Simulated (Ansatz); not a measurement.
# How well the gap of WS2 (Tungstenite) can be computed

Aim: a best estimate of the quasiparticle gap of WS2 (Tungstenite), with each correction and its cost laid out.

Program: Ansatz 0.2.0. Level of theory: density functionals, hybrids, G0W0, plane waves, PAW. Results are calculated unless marked as measured.

### 1. Set-up

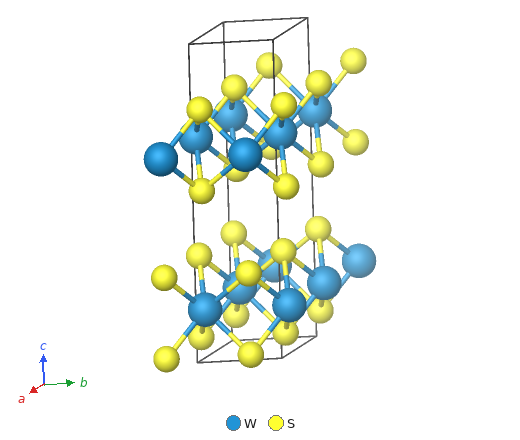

The cell as given, slightly off an axis (tungsten blue, sulfur yellow). 3×2×1 cells are drawn.

Coordinates:

```cif
data_structure
_symmetry_space_group_name_H-M 'P 1'
_symmetry_Int_Tables_number 1
_cell_length_a 3.1532
_cell_length_b 3.1532
_cell_length_c 12.3230
_cell_angle_alpha 90.000
_cell_angle_beta 90.000
_cell_angle_gamma 120.000
_cell_volume 106.11
loop_
_atom_site_label
_atom_site_type_symbol
_atom_site_fract_x
_atom_site_fract_y
_atom_site_fract_z
_atom_site_occupancy
W1 W 0.33333 0.66667 0.25000 1
W2 W 0.66667 0.33333 0.75000 1
S3 S 0.33333 0.66667 0.62250 1
S4 S 0.66667 0.33333 0.12250 1
S5 S 0.33333 0.66667 0.87750 1
S6 S 0.66667 0.33333 0.37750 1
```

The cell and positions come from the Crystallography Open Database and are kept as given unless a step says otherwise. Spin-orbit coupling is left out unless a step names it. The default PAW set here is soft_2. Its files were made with PBE.

### 2. PBE bands

The cheap functional maps the bands first; the places of the edges decide which points the dearer methods must see.

This step: DFT, PBE, plane waves, PAW.

input.yaml reads:

```yaml
crystal:
  lattice:
    - [3.1532, 0.0, 0.0]
    - [-1.5766, 2.7307513032, 0.0]
    - [0.0, 0.0, 12.323]
  atoms:
    - { symbol: W, position: [0.3333333333, 0.6666666667, 0.25] }
    - { symbol: W, position: [0.6666666667, 0.3333333333, 0.75] }
    - { symbol: S, position: [0.3333333333, 0.6666666667, 0.6225] }
    - { symbol: S, position: [0.6666666667, 0.3333333333, 0.1225] }
    - { symbol: S, position: [0.3333333333, 0.6666666667, 0.8775] }
    - { symbol: S, position: [0.6666666667, 0.3333333333, 0.3775] }
kpoints:
  mp_grid: { grid: [12, 12, 2] }
  band_path:
    path:
      - [[0.0, 0.0, 0.0], [0.5, 0.0, 0.0], [0.33333333, 0.33333333, 0.0], [0.0, 0.0, 0.0], [0.0, 0.0, 0.5], [0.5, 0.0, 0.5], [0.33333333, 0.33333333, 0.5], [0.0, 0.0, 0.5]]
      - [[0.5, 0.0, 0.5], [0.5, 0.0, 0.0]]
      - [[0.33333333, 0.33333333, 0.5], [0.33333333, 0.33333333, 0.0]]
    npoints: 10
hamiltonian:
  xc: pbe
scf:
  occupations: { method: fermi_dirac, width: 0.02 }
  n_extra_bands: 6
output:
  eigenvalues: true
  write_density: true
  write_potential: true
  elf: true
  volumetric_format: npy
```

Launch:

```bash
ansatz run input.yaml --threads 3 --pin off --max-ram 92160MiB --backend cuda --events-out ev --progress --plain --runs-dir out --devices 1 --max-vram 13GiB  # rebuilt from the run's record
```

Numbers of over 12 decimals in the logs are rounded to 6 here.

Output:

```text
scf.n_extra_bands = 6 over 26 filled bands (N_el = 52.0): the run solves 32 bands
GPUs: using 1 of 1 available (devices: 1).
Engine: ansatz 0.2.0, x86_64-unknown-linux-gnu
Pseudopotentials: kind: paw
Pseudopotential: W, paw, valence charge 14, recommended cutoff 420 eV (normal), W.paw.azcp
Pseudopotential: S, paw, valence charge 6, recommended cutoff 420 eV (normal), S.paw.azcp
Functional definition: PBE
  parameter kappa = 0.804
  parameter beta = 0.066725
  exchange = pbe_x(kappa = kappa, mu = beta*pi^2/3)
  correlation = pbe_c(beta = beta)
device memory: the entry about to start is reckoned to put 2.8 GiB on a device that reports 42.1 GiB free (of which the cap on the GPU budget leaves the run 13.0 GiB)
GPU FFT provider: cuFFT
GPU libraries: cuBLAS 13.8.2, cuFFT 12.4.0, cuSOLVER 12.3.4
Crystal: 6 atoms, lattice volume = 106.108 Å³
Basis set: ecut = 420 eV, 2057 PW (Γ)
Bands: 32, of which v1, the nominal top of the filled ones, is band 26 counted from 1 (25 counted from 0)
Symmetry: 24 space group operations
Space group: P63/mmc (ITA 194), of the structure as read, at distance tolerance 4.7e-5 Å
k-points: 38 of 288
Non-local potential: W, projectors of the file, l = 0: 3, l = 1: 2, l = 2: 2, l = 3: 1
Non-local potential: S, projectors of the file, l = 0: 2, l = 1: 2, l = 2: 2
PAW form: soft (Blöchl's): semilocal exchange-correlation on the pseudo side does not see the compensation charge
PAW one-centre angular grid: W, 590 points (default); XC on 64 Gauss nodes
PAW one-centre angular grid: S, 110 points (default); XC on 64 Gauss nodes
Initial density: superposition of atomic densities (neutral atoms: chi_scale 0, normalization atom), corrected by the library's trained network
Initial wavefunctions: pseudopotential atomic-orbital guess
GPU buffer pool allocated for 51840 grid points (all kernels)
GPU transforms: local potential and band sums: pruned to the plane-wave sphere, on 24×24×90
Functional: x = pbe(κ = 0.804, μ = 0.219515), c = pbe(β = 0.066725)
SCF iter   1: F=—  HF=-24382.733963 eV  |F-HF|=—  |Δ(HF+E_count)|=         —  Δρ=5.20e-3  dr2=1.33e-2  ethr=1.77e-3  ⟨swp⟩=6.9  Hψ=5865  notcnv=0
preconditioner: auto → Resta (q_TF=auto, 2.423 Å⁻¹)  ε∞=7.5  [insulator: Δε(μ)=0.973 eV  Ē_g=8.457 eV  σ=0.020 eV  W_gap=1.00  n_scr=26 (ndim 8)  ℏωp=21.6 eV  f_vac=0.016  D(μ)=0.00/eV (n_scr^D=0)  ε∞_Penn≈7.5]
SCF iter   2: F=—  HF=-24382.738825 eV  |F-HF|=—  |Δ(HF+E_count)|=   4.86e-3  Δρ=2.82e-3  dr2=2.31e-3  ethr=2.56e-5  ⟨swp⟩=2.3  Hψ=2151  notcnv=0  defer=19
SCF iter   3: F=—  HF=-24382.742903 eV  |F-HF|=—  |Δ(HF+E_count)|=   4.08e-3  Δρ=1.03e-3  dr2=4.00e-4  ethr=4.45e-6  ⟨swp⟩=2.0  Hψ=1913  notcnv=0  defer=19
SCF iter   4: F=—  HF=-24382.743539 eV  |F-HF|=—  |Δ(HF+E_count)|=   6.36e-4  Δρ=7.75e-5  dr2=1.01e-5  ethr=7.68e-7  ⟨swp⟩=2.0  Hψ=1873  notcnv=0  defer=19
SCF iter   5: F=—  HF=-24382.743598 eV  |F-HF|=—  |Δ(HF+E_count)|=   5.87e-5  Δρ=2.17e-5  dr2=5.77e-7  ethr=1.95e-8  ⟨swp⟩=2.0  Hψ=1763  notcnv=0  defer=19
SCF iter   6: F=-24382.743598 eV  HF=-24382.743598 eV  |F-HF|=4.23e-8  |Δ(HF+E_count)|=   2.45e-7  Δρ=6.74e-6  dr2=6.22e-8  ethr=1.92e-10  ⟨swp⟩=5.4  Hψ=3601  notcnv=0
SCF 1 converged in 6 iterations: F = -24382.743598 eV  dr2 = 6.22e-8
[...]
device memory: the entry about to start is reckoned to put 1.8 GiB on a device that reports 38.6 GiB free (of which the cap on the GPU budget leaves the run 13.0 GiB)
NSCF: frozen V_eff on 93 k-points
SCF converged after 6 iterations
Free energy (F): -24382.743598 eV
Harris-Foulkes:  -24382.743598 eV  (|F-HF|=4.23e-8)
Internal energy: -24382.743598 eV  (E = F + TS)
E sigma→0 (E₀):  -24382.743598 eV
Fermi energy:    12.243051 eV
--- Per-component energies (eV) ---
  E_band       = -370.207115
  E_kinetic    = 1334.906344
  E_local      = -3493.843699  (includes V_loc(G=0)·N_el)
  E_nonlocal   = 114.810706
  E_hartree    = 1387.808396
  E_xc         = -925.295071
  E_vxc        = -831.406779  (∫ρ·V_xc dr)
  E_paw        = -19526.365209  (= ΣΔE_a)
  E_vpaw       = -270.293487  (= ΣTr[D̂ρ^β])
  E_aug_tail   = -0.000124  (compensation charges beyond the density's cutoff)
  E_ewald      = -3274.764942
  E_smearing   = -0.000000  (= −TS)
  E_closure    = 0.000000  (closes the sum)
  Σ components = -24382.743598   (vs F -24382.743598, Δ=0.00e0)
--- Band table (eV; the first three rows and the last of 38) ---
  k-point 0: bands = [... 22 lower, 9.5826, 10.2600, 10.5466, 11.7729, 14.0830, 14.0830, 14.0935, 14.0935, ... 2 higher]
  k-point 1: bands = [... 22 lower, 9.5558, 9.5558, 11.4548, 11.4548, 14.0756, 14.0756, 14.0756, 14.0756, ... 2 higher]
  k-point 2: bands = [... 22 lower, 9.5849, 10.4290, 10.5611, 11.5473, 13.9545, 13.9825, 14.0176, 14.0424, ... 2 higher]
  k-point 37: bands = [... 22 lower, 8.6639, 8.6639, 11.1187, 11.1187, 13.0733, 13.0733, 14.3555, 14.3555, ... 2 higher]
```

Run time: 7.8 s. Hardware: 1 × NVIDIA H100 80GB HBM3 (shared by 6 runs) with 3 threads of AMD EPYC 7R13 (Zen 3), shared host; peak memory 0.95 GiB.

Reading the cycles: dr2 is the Hartree energy of the density residual (eV), the measure of convergence; HF is the Harris–Foulkes estimate of the energy, which meets the free energy F at convergence.

Numbers from this step:

| Quantity | Value |
| --- | --- |
| filled bands | 26 |
| gap | 0.9762 eV |
| valence top at | Γ |
| conduction bottom at | k = (0.167, 0.167, 0.000) |
| least direct gap | 1.839 eV |

The gap is indirect, with the least direct gap 0.86 eV higher.

Electronic bands along the path, in eV, zero at the top of the highest nominally filled band:

```tsv
point	band 23	band 24	band 25	band 26	band 27	band 28	band 29	band 30
Γ	-2.19	-1.51	-1.23	0.00	2.31	2.31	2.32	2.32
M	-1.97	-1.76	-1.71	-1.53	2.32	2.37	2.60	2.90
K	-2.93	-2.93	-0.75	-0.54	1.30	1.30	2.05	3.28
Γ	-2.19	-1.51	-1.23	0.00	2.31	2.31	2.32	2.32
A	-2.22	-2.22	-0.32	-0.32	2.30	2.30	2.30	2.30
L	-1.86	-1.86	-1.60	-1.60	2.34	2.34	2.78	2.78
H	-3.11	-3.11	-0.65	-0.65	1.30	1.30	2.58	2.58
A	-2.22	-2.22	-0.32	-0.32	2.30	2.30	2.30	2.30
jump to L	-1.86	-1.86	-1.60	-1.60	2.34	2.34	2.78	2.78
M	-1.97	-1.76	-1.71	-1.53	2.32	2.37	2.60	2.90
jump to H	-3.11	-3.11	-0.65	-0.65	1.30	1.30	2.58	2.58
K	-2.93	-2.93	-0.75	-0.54	1.30	1.30	2.05	3.28
```

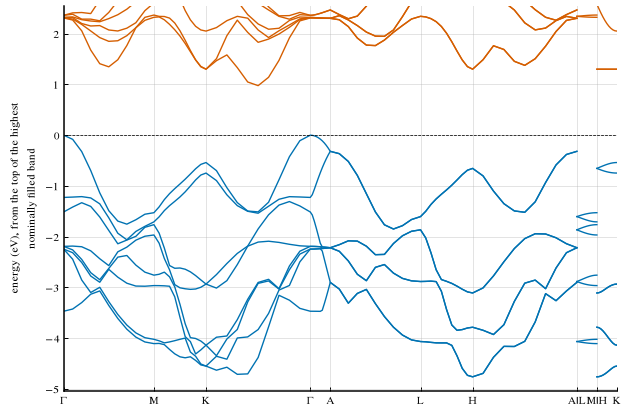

Electronic bands along the path; lines of filled and empty bands in two colours.

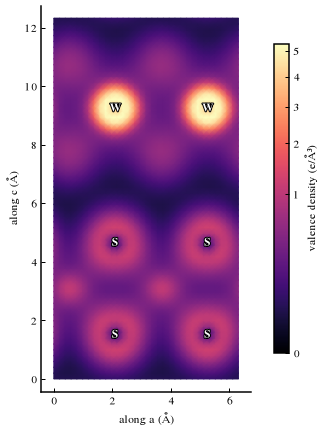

Valence density in the ac plane at fractional y = 0.333, with atoms of W and S within 0.2 Å of it. It is the smooth field of the valence electrons, not physical close to the nuclei. The colour scale is stretched toward low values.

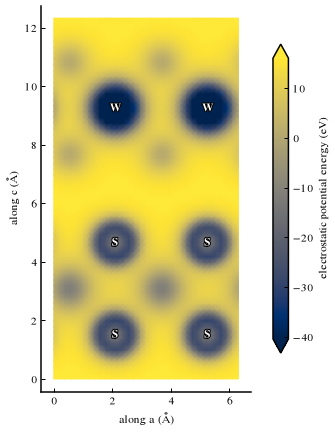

Electrostatic potential energy in the ac plane at fractional y = 0.333, with atoms of W and S within 0.2 Å of it. With pseudopotentials it is smooth inside the atoms' cores, unlike the true potential.

### 3. PBE+SOC

The many-body steps leave out spin-orbit coupling, so its effect is taken from a two-component run, with twice the bands.

This step: DFT, PBE with spin-orbit coupling, plane waves, PAW.

input.yaml, the sections that differ from step 2:

```yaml
kpoints:
  mp_grid: { grid: [12, 12, 2] }
  band_path:
    path:
      - [0.0, 0.0, 0.0]
      - [0.5, 0.0, 0.0]
      - [0.33333333, 0.33333333, 0.0]
      - [0.0, 0.0, 0.5]
      - [0.5, 0.0, 0.5]
      - [0.33333333, 0.33333333, 0.5]
      - [0.1666666667, 0.1666666667, 0.0]
    npoints: 1
scf:
  occupations: { method: fermi_dirac, width: 0.02 }
  n_extra_bands: 12
magnetization:
  noncollinear: true
  spin_orbit: true
output:
  eigenvalues: true
# crystal, hamiltonian: as in step 2
```

Output:

```text
[...]
GPUs: using 1 of 1 available (devices: 1).
[...]
non-collinear run that drives no moment, with spin-orbit: no starting moment large enough to seed its density (crystal.atoms[].spin), no starting occupations that ask for one, no magnetisation constraint and no magnetic field, so the semilocal B_xc is pinned to zero
[...]
GPU FFT provider: cuFFT
[...]
k-point 0: bands = [... 48 lower, 10.5909, 10.5909, 11.7943, 11.7943, 13.9806, 13.9806, 14.0025, 14.0025, ... 8 higher]
  k-point 1: bands = [... 48 lower, 11.4755, 11.4755, 11.4755, 11.4755, 14.0076, 14.0076, 14.0076, 14.0076, ... 8 higher]
  k-point 2: bands = [... 48 lower, 10.6038, 10.6038, 11.5672, 11.5672, 13.8480, 13.8480, 13.8867, 13.8867, ... 8 higher]
  k-point 37: bands = [... 48 lower, 10.9200, 10.9200, 11.3341, 11.3341, 13.0321, 13.0321, 13.0681, 13.0681, ... 8 higher]
[key lines of the parts left out:]
SCF converged after 9 iterations
Magnetization: |M| = 0.0000 μB,  M = (+0.0000, +0.0000, +0.0000) μB
Free energy (F): -24431.956443 eV
Fermi energy:    12.241795 eV
```

Run time: 7.2 s. Hardware: 1 × NVIDIA H100 80GB HBM3 (shared by 6 runs) with 3 threads; peak memory 0.97 GiB.

This step gave:

* gap: 0.9308 eV
* valence top at: Γ
* conduction bottom at: k = (0.167, 0.167, 0.000)
* least direct gap: 1.648 eV

The gap stands −0.05 eV against PBE.

### 4. HSE06

The screened hybrid is the usual rung above semilocal functionals: a quarter of exact exchange, cut off beyond a few ångström.

This step: DFT, HSE06, plane waves, PAW.

input.yaml, as its differences from that of step 3:

```diff
@@ -13,3 +13,3 @@
 kpoints:
-  mp_grid: { grid: [12, 12, 2] }
+  mp_grid: { grid: [6, 6, 2] }
   band_path:
@@ -25,9 +25,6 @@
 hamiltonian:
-  xc: pbe
+  xc: hse06
 scf:
-  occupations: { method: fermi_dirac, width: 0.02 }
-  n_extra_bands: 12
-magnetization:
-  noncollinear: true
-  spin_orbit: true
+  occupations: { method: fixed }
+  n_extra_bands: 6
 output:
```

Output:

```text
[...]
GPUs: using 1 of 1 available (devices: 1).
[...]
davidson cushion auto → on  (no smearing: the cushion is to keep the highest requested band from converging to the state above it; pin scf.eigensolver.cushion to override)
[...]
GPU FFT provider: cuFFT
GPU libraries: cuBLAS 13.8.2, cuFFT 12.4.0, cuSOLVER 12.3.4
Crystal: 6 atoms, lattice volume = 106.108 Å³
Basis set: ecut = 420 eV, 2057 PW (Γ)
[...]
Fermi energy:    11.446487 eV
[...]
--- Band table (eV; the first three rows and the last of 14) ---
  k-point 0: bands = [... 22 lower, 9.0040, 9.6272, 10.1106, 11.4465, 14.4546, 14.4546, 14.4593, 14.4593, ... 2 higher]
  k-point 1: bands = [... 22 lower, 8.9730, 8.9730, 11.0778, 11.0778, 14.4405, 14.4405, 14.4405, 14.4405, ... 2 higher]
  k-point 2: bands = [... 22 lower, 8.7854, 9.6873, 10.0426, 10.5167, 13.6049, 14.0641, 14.3119, 14.3216, ... 2 higher]
  k-point 13: bands = [... 22 lower, 7.8677, 7.8677, 10.7592, 10.7592, 13.2163, 13.2163, 14.7602, 14.7602, ... 2 higher]
[key lines of the parts left out:]
Free energy (F): -24386.849043 eV
```

Run time: 33 s. Hardware: 1 × NVIDIA H100 80GB HBM3 (shared by 6 runs) with 3 threads; peak memory 1.3 GiB; 47 s of CPU time.

Numbers from this step:

```yaml
gap: 1.501 eV
valence_top_at: Γ
conduction_bottom_at: k = (0.167, 0.167, 0.000)
least_direct_gap: 2.335 eV
```

The gap stands +0.52 eV against PBE.

### 5. HSE06+SOC

This step: DFT, HSE06 with spin-orbit coupling, plane waves, PAW.

input.yaml, as its differences from that of step 4:

```diff
@@ -27,5 +27,12 @@
 scf:
-  occupations: { method: fixed }
-  n_extra_bands: 6
+  occupations: { method: fermi_dirac, width: 0.02 }
+  n_extra_bands: 12
+magnetization:
+  noncollinear: true
+  spin_orbit: true
 output:
   eigenvalues: true
+  write_density: true
+  write_potential: true
+  elf: true
+  volumetric_format: npy
```

Output:

```text
[...]
GPUs: using 1 of 1 available (devices: 1).
[...]
GPU FFT provider: cuFFT
GPU libraries: cuBLAS 13.8.2, cuFFT 12.4.0, cuSOLVER 12.3.4
Crystal: 6 atoms, lattice volume = 106.108 Å³
Basis set: ecut = 420 eV, 2057 PW (Γ)
Bands: 64, of which v1, the nominal top of the filled ones, is band 52 counted from 1 (51 counted from 0)
Symmetry: 24 space group operations + 24 with time reversal
[...]
--- Band table (eV; the first three rows and the last of 14) ---
  k-point 0: bands = [... 48 lower, 10.1637, 10.1637, 11.4739, 11.4739, 14.2893, 14.2893, 14.3617, 14.3617, ... 8 higher]
  k-point 1: bands = [... 48 lower, 11.1049, 11.1049, 11.1049, 11.1049, 14.3609, 14.3609, 14.3609, 14.3609, ... 8 higher]
  k-point 2: bands = [... 48 lower, 10.0726, 10.0726, 10.5408, 10.5408, 13.5665, 13.5665, 14.0297, 14.0297, ... 8 higher]
  k-point 13: bands = [... 48 lower, 10.5261, 10.5261, 11.0174, 11.0174, 13.1895, 13.1895, 13.1993, 13.1993, ... 8 higher]
[key lines of the parts left out:]
Magnetization: |M| = 0.0000 μB,  M = (+0.0000, +0.0000, +0.0000) μB
Free energy (F): -24398.804330 eV
Fermi energy:    12.179669 eV
```

The job ended after 65 s (1 × NVIDIA H100 80GB HBM3 (shared by 6 runs) with 3 threads; peak memory 2 GiB).

This step gave:

```
gap                  : 1.447 eV
valence top at       : Γ
conduction bottom at : k = (0.167, 0.167, 0.000)
least direct gap     : 2.126 eV
```

The gap stands −0.05 eV against HSE06.

### 6. G0W0, 9×9×2 mesh, 277 empty bands, screening to 110 eV, hard PAW files

G0W0 replaces the xc potential by the self-energy, built once from these orbitals. Only a window of levels is corrected, while the sums run over the empty bands that the input names. This step takes hard PAW files.

This step: G0W0 on PBE, plane waves, PAW.

input.yaml reads:

```yaml
crystal:
  lattice:
    - [3.1532, 0.0, 0.0]
    - [-1.5766, 2.7307513032, 0.0]
    - [0.0, 0.0, 12.323]
  atoms:
    - { symbol: W, position: [0.3333333333, 0.6666666667, 0.25] }
    - { symbol: W, position: [0.6666666667, 0.3333333333, 0.75] }
    - { symbol: S, position: [0.3333333333, 0.6666666667, 0.6225] }
    - { symbol: S, position: [0.6666666667, 0.3333333333, 0.1225] }
    - { symbol: S, position: [0.3333333333, 0.6666666667, 0.8775] }
    - { symbol: S, position: [0.6666666667, 0.3333333333, 0.3775] }
kpoints:
  mp_grid: { grid: [9, 9, 2] }
hamiltonian:
  xc: pbe
  pseudopotentials: { kind: paw, source: ansatz }
scf:
  occupations: { method: fixed }
gw:
  n_empty_bands: 277
  ecut_chi: 110.0
  qp_bands: [v2, c2]
  qp_kpoints: band_edges
  screening: { model: contour_deformation }
```

Output:

```text
GPUs: using 1 of 1 available (devices: 1).
[...]
GPU FFT provider: cuFFT
GPU libraries: cuBLAS 13.8.2, cuFFT 12.4.0, cuSOLVER 12.3.4
Crystal: 6 atoms, lattice volume = 106.108 Å³
Basis set: ecut = 760 eV, 5029 PW (Γ)
Bands: 48, of which v1, the nominal top of the filled ones, is band 40 counted from 1 (39 counted from 0)
Symmetry: 24 space group operations
[...]
k-points: 24 of 162
[...]
1    42     15.6284   -13.7626    -4.1739   -18.3558  0.7593    16.0506    16.0477  root
[...]
23    39     12.6724   -18.7752     0.5472   -18.0993  0.7627    12.5436    12.5438  root
    23    40     12.6724   -18.7752     0.5472   -18.0993  0.7627    12.5436    12.5438  root
    23    41     14.6268   -15.8757    -3.7048   -19.9331  0.7616    14.9809    14.9794  root
    23    42     14.6268   -15.8757    -3.7048   -19.9331  0.7616    14.9809    14.9794  root
[key lines of the parts left out:]
SCF converged after 9 iterations
Free energy (F): -39375.324734 eV
Fermi energy:    13.325146 eV
```

It took 1.7 min on 1 × NVIDIA H100 80GB HBM3 (shared by 6 runs) with 3 threads; peak memory 2.2 GiB.

Numbers from this step:

- bands summed: 317
- RPA ε∞ on this mesh (eigenvalues): 5.905, 13.43, 13.43
- plane waves in the screening matrix: 291
- G0W0 gap on the mesh: 1.456 eV
- k of the valence top: 0, 0, 0
- k of the conduction bottom: 0.1111, 0.2222, 0
- starting gap on the mesh: 1.083 eV
- least direct G0W0 gap on the computed points: 2.302 eV

The gap on the mesh goes from 1.08 eV to 1.46 eV, a correction of +0.37 eV. Between the two edge states, bare exchange in place of the xc potential would open the gap by 4.63 eV, and correlation takes back 4.26 eV. The start differs from the 0.98 eV found before because this mesh misses an edge (the files differ too).

### 7. G0W0, 9×9×2 mesh, 631 empty bands, screening to 190 eV, hard PAW files

Another rung: the empty bands reach about as high as the screening cutoff, so the two stay in balance.

input.yaml, as its differences from that of step 6:

```diff
@@ -20,4 +20,4 @@
 gw:
-  n_empty_bands: 277
-  ecut_chi: 110.0
+  n_empty_bands: 631
+  ecut_chi: 190.0
   qp_bands: [v2, c2]
```

Output:

```text
GPUs: using 1 of 1 available (devices: 1).
[...]
GPU FFT provider: cuFFT
GPU libraries: cuBLAS 13.8.2, cuFFT 12.4.0, cuSOLVER 12.3.4
Crystal: 6 atoms, lattice volume = 106.108 Å³
Basis set: ecut = 760 eV, 5029 PW (Γ)
Bands: 48, of which v1, the nominal top of the filled ones, is band 40 counted from 1 (39 counted from 0)
Symmetry: 24 space group operations
[...]
k-points: 24 of 162
[...]
1    42     15.6284   -13.7626    -4.4237   -18.3558  0.7577    15.7984    15.7980  root
[...]
23    39     12.6724   -18.7752     0.3035   -18.0993  0.7604    12.2987    12.3000  root
    23    40     12.6724   -18.7752     0.3035   -18.0993  0.7604    12.2987    12.3000  root
    23    41     14.6268   -15.8757    -3.9716   -19.9331  0.7579    14.7126    14.7125  root
    23    42     14.6268   -15.8757    -3.9716   -19.9331  0.7579    14.7126    14.7125  root
[key lines of the parts left out:]
SCF converged after 9 iterations
Free energy (F): -39375.324734 eV
Fermi energy:    13.325146 eV
```

Elapsed: 5.3 min, on 1 × NVIDIA H100 80GB HBM3 (shared by 6 runs) with 3 threads; peak memory 4.5 GiB; 9.4 min of CPU time.

This step gave:

| Quantity | Value |
| --- | --- |
| bands summed | 671 |
| RPA ε∞ on this mesh (eigenvalues) | 5.897, 13.33, 13.33 |
| plane waves in the screening matrix | 663 |
| G0W0 gap on the mesh | 1.496 eV |
| k of the valence top | 0, 0, 0 |
| k of the conduction bottom | 0.1111, 0.2222, 0 |
| starting gap on the mesh | 1.083 eV |
| least direct G0W0 gap on the computed points | 2.287 eV |

Against the run with 9×9×2 mesh, 277 empty bands, screening to 110 eV, hard PAW files, the gap moves by +0.04 eV.

(Part 1 of 2 ends here.)

[Paths, hosts, dates, memory and timing lines, banners, echoed tables and standing remarks are left out of the program output.]

[Logs are printed without paths, hosts, clocks, repeated set-up lines and the standing remarks that a program may print on its own settings, such as how far it seeks lower states.]

[Runs of the session that timed out or met a known fault of the program may be left out.]

[Cells called generated may have been cut or substituted from an entry of the Crystallography Open Database or the Materials Project.]

[Hosts, paths, dates, database ids (printed as entryN), source tags and the programs' standing remarks are cut or masked in the printed files.]
